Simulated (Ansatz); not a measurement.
The figure comes from a scan of GaAs (zinc blende): a phonon pattern at L = (0.5, 0.0, 0.0) is frozen into a 4-atom cell, Q being the largest atomic displacement. Calculation: PBE (plane waves to 420 eV, PAW, scalar-relativistic; Ansatz, an electronic-structure program). k mesh 5×10×10 (Γ-centred), Fermi-Dirac smearing 0.05 eV. E stands for the smeared free energy. GaAs was relaxed with its symmetry unable to fall. The PAW data are Ansatz's earlier set. The zero of ΔE is the undisplaced structure.

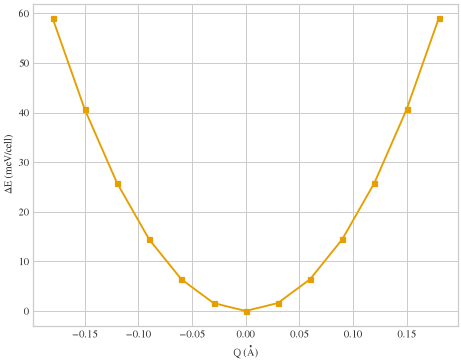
*ΔE (meV/cell) against Q (Å); markers are the computed points, lines only join them.*

Q: List the plotted points as numbers.

A: To the nearest 1:

```json
[
 {"Q (Å)": "-0.180", "ΔE (meV/cell)": "59"},
 {"Q (Å)": "-0.150", "ΔE (meV/cell)": "41"},
 {"Q (Å)": "-0.120", "ΔE (meV/cell)": "26"},
 {"Q (Å)": "-0.090", "ΔE (meV/cell)": "14"},
 {"Q (Å)": "-0.060", "ΔE (meV/cell)": "6"},
 {"Q (Å)": "-0.030", "ΔE (meV/cell)": "2"},
 {"Q (Å)": "0.000", "ΔE (meV/cell)": "0"},
 {"Q (Å)": "0.030", "ΔE (meV/cell)": "2"},
 {"Q (Å)": "0.060", "ΔE (meV/cell)": "6"},
 {"Q (Å)": "0.090", "ΔE (meV/cell)": "14"},
 {"Q (Å)": "0.120", "ΔE (meV/cell)": "26"},
 {"Q (Å)": "0.150", "ΔE (meV/cell)": "41"},
 {"Q (Å)": "0.180", "ΔE (meV/cell)": "59"}
]
```

(For displaced atoms, the force is minus the slope of the energy, and its curvature is a force constant, which sets phonon frequencies.)
